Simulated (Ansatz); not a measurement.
## Run report: O3 (charge +1), geometry relaxation (part 2 of 2)

O3, charge +1, multiplicity 2, SMILES [O][O+]=O; UHF-CCSD(T), frozen core/cc-pV(T+d)Z (Ansatz 0.2.0). The run did not end well.

Geometry of the input (Å):
```
O  1.1123  -0.1321  -0.0035
O  -0.0053  0.3234  -0.0029
O  -1.1070  -0.1913  0.0063
```

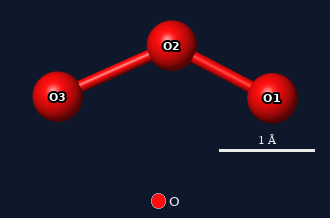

**Figure 1.** The geometry at step 21 of the log (ball-and-stick view, seen on its broad side; atoms are numbered from 1 in the order of the input).

```
Unfinished report: {"positions_ang":[[1.1167727428384455,-0.14443612198359515,-0.0033731597132256427],[0.030777128317719237,0.36649457213072634,-0.0033848354175536623],[-1.1475398711561646,-0.2220684601471313,0.0067680051307793055]],"unchecked":["starts","cluster_reference","orbital_swaps","neighbouring_geometries","increment"],"mean_field":{"relativity":"none","state":{"energy":{"ev":-6094.808632096883,"hartree":-223.98008601989144},"converged":true,"gradient_ev":2.6984421415984565e-6,"stability":{"kind":"minimum","curvature_ev":2.3723868171108755},"curvature_floor_ev":0.00030000000000000003,"spin_squared":1.6606813489977377},"others":[],"fillings":{"estimated":0,"unestimated":0,"tried":0,"untried":0,"excluded_magnetic_sites":0},"n_dropped_functions":0,"n_trapped_functions":0,"passes":{"evaluations":5,"products":50},"factors":{"origin":"Cholesky decomposition","count":666,"bound_ev":0.0002987948749080414},"cut_root_ev":0.00008346851929448416,"gradient_stop_ev":0.00001,"reference_kind":"stationary","frozen_core":{"is_lowest":true,"least_frozen_weight":0.9999911204000123,"largest_correlated_weight":2.4622396768148036e-6,"mixing":5.954093286761229e-6,"is_turned":false},"symmetry":{"irreps":["A'","A''"],"axes":[[0.9999911738667696,0.00044624311938900674,-0.004177685440450534],[-0.0004833772353887925,0.9999603494821154,-0.0088918957514153],[0.004173551845761867,0.008893836668397256,0.999951739402611]],"occupied":[{"A'":10,"A''":2},{"A'":9,"A''":2}]},"held":{"pivots":666,"left_out":0,"joined":0},"density_repulsion":{"missed_ev":3.7062563199729093e-6,"excess_ev":0.0,"most_excess_ev":0.0000621,"are_drawn_again":false,"n_first_factors":666,"energy_change_ev":0.0,"n_dropped_ends":0}},"factors":{"origin":"Cholesky decomposition","count":666,"bound_ev":0.0002987948749080414},"n_frozen":3,"n_occupied":[9,8],"n_virtual":[78,79],"reference":{"ev":-6094.808632096883,"hartree":-223.98008601989144},"correlation":{"second_order":{"same_spin":{"ev":-4.4631874579616895,"hartree":-0.16401911382297674},"opposite_spin":{"ev":-11.880424822070632,"hartree":-0.4365975593699223},"singles":{"ev":-1.8122406499040374e-14,"hartree":-6.659861550314186e-16}},"coupled_cluster":{"energy":{"ev":-17.630243990213096,"hartree":-0.6478995164317463},"cycles":27,"energy_change_ev":1.4349195716079066e-6,"estimated_error_ev":3.2536344341508865e-6,"update_norm":4.2997889331328085e-7,"stops":{"energy_ev":0.00002125,"update_norm":5.930967042777189e-7,"is_memory_limited":false},"ends_in_single_precision":true,"least_response":0.13448718552662628,"t1_diagnostic":0.08749570788503241,"largest_single":0.3441421288276176,"largest_double":0.1211108131836661,"second_pair":0.049284233212051956,"level_shift_ev":0.0,"may_have_other_roots":false,"diis_vectors":8,"representations":1,"starts_at_screen":false},"perturbative":{"energy":{"ev":-1.1276757301216402,"hartree":-0.04144131871590713},"is_below_double_precision":true},"full_ci_increment":{"kind":"left_out"}},"total":{"ev":-6113.566551817218,"hartree":-224.66942685503912},"doubts":[{"cause":"large_orbital_response","multiplier":0.04174399854620491}],"forces_ev_per_angstrom":[[-0.1635410068143299,0.054903725656675305,0.0001942511032542181],[0.0916233378332776,-0.0705161576650858,0.00024477597787752003],[0.07191775886012153,0.015612422267919947,-0.0004390264108796402]],"charge_distribution":{"dipole_moment_e_ang":[-0.052585748711560396,-0.013773683772551247,0.0003419867374079486],"mulliken_charges_e":[0.2711987615753042,0.39328511430718205,0.335516122786526],"lowdin_charges_e":[0.3894236742998691,0.18306783866232745,0.427508485706797]},"n_threads":4,"memory_gib":8.52272727433592,"seconds":{"hamiltonian":1.014577854,"orbitals":0.000045215,"second_order":0.065932687,"solver_start":0.552584263,"cycles":10.579520822000001,"cycle":0.399523093,"perturbative":2.023398686,"full_ci_increment":2.41e-7,"forces":48.239397982999996}}
this run last wrote the structure of step 40 to [file]
Error: geometry relaxation did not converge after 40 steps: max|allowed force component| = 1.64e-1 eV/Å (threshold 2.0e-3). Raise `relax.max_steps` over both its present limit and 40, loosen `relax.f_tol`, or start from a geometry closer to equilibrium. Where this run's directory can be resumed (`checkpoint.write`), a resume goes on for up to `relax.max_steps` more
```

Trajectory as extended XYZ (Å, eV, eV/Å), 40 frames, from step=1 to step=40
```
3
Properties=species:S:1:pos:R:3:forces:R:3 step=1 energy=-6113.50912
O     1.1123   -0.1321   -0.0035    1.7209  -0.5553  -0.0022
O    -0.0053    0.3234   -0.0029   -1.5485   0.4878   0.0021
O    -1.1070   -0.1913    0.0063   -0.1724   0.0676   0.0001
3
Properties=species:S:1:pos:R:3:forces:R:3 step=2 energy=-6113.53366
O     1.1247   -0.1331   -0.0035    0.9634  -0.3761  -0.0007
O    -0.0109    0.3234   -0.0028   -1.0675   0.3162   0.0016
O    -1.1139   -0.1903    0.0063    0.1041   0.0599  -0.0010
3
Properties=species:S:1:pos:R:3:forces:R:3 step=3 energy=-6113.55031
O     1.1391   -0.1362   -0.0035    0.2033  -0.1902   0.0008
O    -0.0226    0.3252   -0.0028   -0.2350   0.2915  -0.0016
O    -1.1165   -0.1890    0.0063    0.0317  -0.1013   0.0008
3
Properties=species:S:1:pos:R:3:forces:R:3 step=4 energy=-6113.55904
O     1.1557   -0.1506   -0.0035    0.3972  -0.2783   0.0008
O    -0.0463    0.3446   -0.0029    0.0736   0.6465  -0.0061
O    -1.1095   -0.1940    0.0064   -0.4709  -0.3682   0.0052
3
Properties=species:S:1:pos:R:3:forces:R:3 step=5 energy=-6113.56290
O     1.1662   -0.1547   -0.0035   -0.2953  -0.0324   0.0015
O    -0.0491    0.3527   -0.0029   -0.0879   0.0119   0.0003
O    -1.1170   -0.1980    0.0064    0.3832   0.0204  -0.0018
3
Properties=species:S:1:pos:R:3:forces:R:3 step=6 energy=-6113.56526
O     1.1616   -0.1558   -0.0035   -0.1140  -0.0554   0.0010
O    -0.0494    0.3546   -0.0029   -0.0207   0.1030  -0.0008
O    -1.1122   -0.1988    0.0064    0.1348  -0.0477  -0.0001
3
Properties=species:S:1:pos:R:3:forces:R:3 step=7 energy=-6113.56649
O     1.1572   -0.1584   -0.0034    0.0207  -0.0449   0.0003
O    -0.0500    0.3596   -0.0030    0.0108   0.1027  -0.0010
O    -1.1071   -0.2011    0.0064   -0.0316  -0.0578   0.0006
3
Properties=species:S:1:pos:R:3:forces:R:3 step=8 energy=-6113.56668
O     1.1579   -0.1601   -0.0034   -0.0410  -0.0079   0.0002
O    -0.0518    0.3622   -0.0030    0.0771   0.0566  -0.0008
O    -1.1060   -0.2021    0.0064   -0.0361  -0.0487   0.0006
3
Properties=species:S:1:pos:R:3:forces:R:3 step=9 energy=-6113.56683
O     1.1562   -0.1611   -0.0034    0.0004  -0.0016   0.0000
O    -0.0512    0.3645   -0.0030    0.0124   0.0101  -0.0001
O    -1.1050   -0.2034    0.0064   -0.0128  -0.0085   0.0001
3
Properties=species:S:1:pos:R:3:forces:R:3 step=10 energy=-6113.56683
O     1.1561   -0.1612   -0.0034    0.0002   0.0000   0.0000
O    -0.0510    0.3647   -0.0030   -0.0004  -0.0001   0.0000
O    -1.1050   -0.2036    0.0064    0.0002   0.0002   0.0000
3
Properties=species:S:1:pos:R:3:forces:R:3 step=11 energy=-6113.33558
O     1.1561   -0.1612   -0.0034   -1.9298   1.1065  -0.0018
O    -0.0510    0.3647   -0.0030    3.5679  -0.5278  -0.0102
O    -1.1050   -0.2036    0.0064   -1.6381  -0.5787   0.0120
3
Properties=species:S:1:pos:R:3:forces:R:3 step=12 energy=-6113.42442
O     1.1475   -0.1538   -0.0034   -1.7856   0.9649  -0.0011
O    -0.0352    0.3569   -0.0030    2.8666  -0.6156  -0.0065
O    -1.1122   -0.2032    0.0065   -1.0809  -0.3493   0.0076
3
Properties=species:S:1:pos:R:3:forces:R:3 step=13 energy=-6112.53133 accepted=F
O     1.0392   -0.1021   -0.0034   15.1958  -6.1582  -0.0086
O     0.0617    0.2919   -0.0029  -13.9702   6.6928  -0.0012
O    -1.1010   -0.1898    0.0063   -1.2256  -0.5346   0.0099
3
Properties=species:S:1:pos:R:3:forces:R:3 step=14 energy=-6113.49259
O     1.0934   -0.1279   -0.0034    2.4593  -0.8444  -0.0028
O     0.0133    0.3244   -0.0029   -1.2853   1.2115  -0.0054
O    -1.1066   -0.1965    0.0064   -1.1740  -0.3671   0.0082
3
Properties=species:S:1:pos:R:3:forces:R:3 step=15 energy=-6113.51390
O     1.1558   -0.1215   -0.0037   -1.4048   0.0235   0.0057
O     0.0027    0.3112   -0.0028    0.7246   0.1834  -0.0047
O    -1.1585   -0.1896    0.0065    0.6802  -0.2068  -0.0010
3
Properties=species:S:1:pos:R:3:forces:R:3 step=16 energy=-6113.55363
O     1.1258   -0.1391   -0.0035   -0.4758   0.1824   0.0004
O     0.0077    0.3460   -0.0031    0.5404  -0.1276  -0.0011
O    -1.1335   -0.2069    0.0066   -0.0646  -0.0548   0.0008
3
Properties=species:S:1:pos:R:3:forces:R:3 step=17 energy=-6113.56226
O     1.1230   -0.1352   -0.0035    0.0399  -0.2078   0.0017
O     0.0325    0.3497   -0.0032   -0.2173   0.2980  -0.0017
O    -1.1554   -0.2145    0.0067    0.1774  -0.0902   0.0001
3
Properties=species:S:1:pos:R:3:forces:R:3 step=18 energy=-6113.56655
O     1.1168   -0.1444   -0.0034   -0.1639   0.0551   0.0002
O     0.0308    0.3665   -0.0034    0.0914  -0.0709   0.0002
O    -1.1475   -0.2221    0.0068    0.0725   0.0159  -0.0004
3
Properties=species:S:1:pos:R:3:forces:R:3 step=19 energy=-6113.56683
O     1.1144   -0.1445   -0.0034   -0.0101   0.0026   0.0000
O     0.0317    0.3670   -0.0034   -0.0018  -0.0065   0.0001
O    -1.1461   -0.2225    0.0068    0.0119   0.0039  -0.0001
3
Properties=species:S:1:pos:R:3:forces:R:3 step=20 energy=-6113.56679 accepted=F
O     1.1145   -0.1446   -0.0034   -0.0255   0.0157   0.0000
O     0.0306    0.3667   -0.0034    0.0541  -0.0047  -0.0002
O    -1.1451   -0.2221    0.0068   -0.0286  -0.0110   0.0002
3
Properties=species:S:1:pos:R:3:forces:R:3 step=21 energy=-6113.56684
O     1.1143   -0.1445   -0.0034    0.0008  -0.0002   0.0000
O     0.0315    0.3669   -0.0034    0.0000   0.0004   0.0000
O    -1.1458   -0.2225    0.0068   -0.0007  -0.0002   0.0000
3
Properties=species:S:1:pos:R:3:forces:R:3 step=22 energy=-6113.33558
O     1.1143   -0.1445   -0.0034    1.6675  -0.4910  -0.0026
O     0.0315    0.3669   -0.0034   -3.5352  -0.7167   0.0211
O    -1.1458   -0.2225    0.0068    1.8677   1.2077  -0.0185
3
Properties=species:S:1:pos:R:3:forces:R:3 step=23 energy=-6113.42443
O     1.1215   -0.1437   -0.0034    1.0984  -0.2913  -0.0020
O     0.0162    0.3583   -0.0033   -2.8298  -0.7672   0.0186
O    -1.1376   -0.2146    0.0067    1.7315   1.0585  -0.0166
3
Properties=species:S:1:pos:R:3:forces:R:3 step=24 energy=-6112.53300 accepted=F
O     1.1096   -0.1309   -0.0035    1.2500  -0.4681  -0.0011
O    -0.0772    0.2883   -0.0022   13.5792   7.4187  -0.1227
O    -1.0324   -0.1573    0.0057  -14.8292  -6.9506   0.1237
3
Properties=species:S:1:pos:R:3:forces:R:3 step=25 energy=-6113.49273
O     1.1155   -0.1373   -0.0034    1.1910  -0.3039  -0.0023
O    -0.0305    0.3233   -0.0027    1.2166   1.2766  -0.0164
O    -1.0850   -0.1860    0.0062   -2.4075  -0.9727   0.0187
3
Properties=species:S:1:pos:R:3:forces:R:3 step=26 energy=-6113.51410
O     1.1669   -0.1282   -0.0037   -0.6672  -0.2344   0.0049
O    -0.0193    0.3116   -0.0027   -0.7546   0.1171   0.0021
O    -1.1477   -0.1834    0.0064    1.4218   0.1173  -0.0070
3
Properties=species:S:1:pos:R:3:forces:R:3 step=27 energy=-6113.55356
O     1.1425   -0.1464   -0.0035    0.0785  -0.0500   0.0001
O    -0.0260    0.3454   -0.0030   -0.5417  -0.1631   0.0037
O    -1.1165   -0.1990    0.0064    0.4632   0.2131  -0.0038
3
Properties=species:S:1:pos:R:3:forces:R:3 step=28 energy=-6113.56211
O     1.1652   -0.1526   -0.0035   -0.1690  -0.1025   0.0016
O    -0.0511    0.3472   -0.0029    0.2102   0.3203  -0.0037
O    -1.1141   -0.1946    0.0064   -0.0412  -0.2177   0.0021
3
Properties=species:S:1:pos:R:3:forces:R:3 step=29 energy=-6113.56604
O     1.1602   -0.1603   -0.0034   -0.1603   0.0231   0.0005
O    -0.0506    0.3633   -0.0030   -0.0827  -0.1002   0.0012
O    -1.1095   -0.2030    0.0064    0.2430   0.0771  -0.0017
3
Properties=species:S:1:pos:R:3:forces:R:3 step=30 energy=-6113.56490 accepted=F
O     1.1530   -0.1582   -0.0034    0.1190  -0.0567   0.0000
O    -0.0441    0.3618   -0.0030   -0.3581  -0.0646   0.0021
O    -1.1089   -0.2035    0.0064    0.2391   0.1213  -0.0021
3
Properties=species:S:1:pos:R:3:forces:R:3 step=31 energy=-6113.56682
O     1.1566   -0.1609   -0.0034   -0.0195   0.0002   0.0001
O    -0.0508    0.3642   -0.0030   -0.0177  -0.0108   0.0002
O    -1.1058   -0.2033    0.0064    0.0372   0.0106  -0.0002
3
Properties=species:S:1:pos:R:3:forces:R:3 step=32 energy=-6113.56683
O     1.1561   -0.1612   -0.0034   -0.0005   0.0001   0.0000
O    -0.0511    0.3647   -0.0030    0.0012   0.0005   0.0000
O    -1.1050   -0.2035    0.0064   -0.0008  -0.0005   0.0000
3
Properties=species:S:1:pos:R:3:forces:R:3 step=33 energy=-6113.33545
O     1.1561   -0.1612   -0.0034   -1.9300   1.1067  -0.0018
O    -0.0511    0.3647   -0.0030    3.5691  -0.5275  -0.0102
O    -1.1050   -0.2035    0.0064   -1.6391  -0.5792   0.0120
3
Properties=species:S:1:pos:R:3:forces:R:3 step=34 energy=-6113.42434
O     1.1475   -0.1538   -0.0034   -1.7860   0.9651  -0.0011
O    -0.0352    0.3569   -0.0030    2.8674  -0.6156  -0.0065
O    -1.1122   -0.2031    0.0065   -1.0814  -0.3495   0.0076
3
Properties=species:S:1:pos:R:3:forces:R:3 step=35 energy=-6112.53006 accepted=F
O     1.0392   -0.1022   -0.0034   15.2084  -6.1644  -0.0086
O     0.0618    0.2919   -0.0029  -13.9829   6.6990  -0.0012
O    -1.1010   -0.1897    0.0063   -1.2255  -0.5346   0.0099
3
Properties=species:S:1:pos:R:3:forces:R:3 step=36 energy=-6113.49255
O     1.0933   -0.1280   -0.0034    2.4608  -0.8453  -0.0028
O     0.0133    0.3244   -0.0029   -1.2870   1.2123  -0.0054
O    -1.1066   -0.1964    0.0064   -1.1738  -0.3670   0.0082
3
Properties=species:S:1:pos:R:3:forces:R:3 step=37 energy=-6113.51394
O     1.1558   -0.1216   -0.0037   -1.4043   0.0237   0.0057
O     0.0028    0.3112   -0.0028    0.7247   0.1831  -0.0047
O    -1.1585   -0.1896    0.0065    0.6796  -0.2068  -0.0010
3
Properties=species:S:1:pos:R:3:forces:R:3 step=38 energy=-6113.55363
O     1.1258   -0.1392   -0.0035   -0.4764   0.1821   0.0004
O     0.0077    0.3459   -0.0031    0.5399  -0.1272  -0.0011
O    -1.1335   -0.2068    0.0066   -0.0636  -0.0549   0.0008
3
Properties=species:S:1:pos:R:3:forces:R:3 step=39 energy=-6113.56224
O     1.1230   -0.1352   -0.0035    0.0396  -0.2082   0.0017
O     0.0325    0.3496   -0.0032   -0.2185   0.2982  -0.0017
O    -1.1555   -0.2144    0.0067    0.1789  -0.0900   0.0001
3
Properties=species:S:1:pos:R:3:forces:R:3 step=40 energy=-6113.56655
O     1.1168   -0.1444   -0.0034   -0.1635   0.0549   0.0002
O     0.0308    0.3665   -0.0034    0.0916  -0.0705   0.0002
O    -1.1475   -0.2221    0.0068    0.0719   0.0156  -0.0004
```
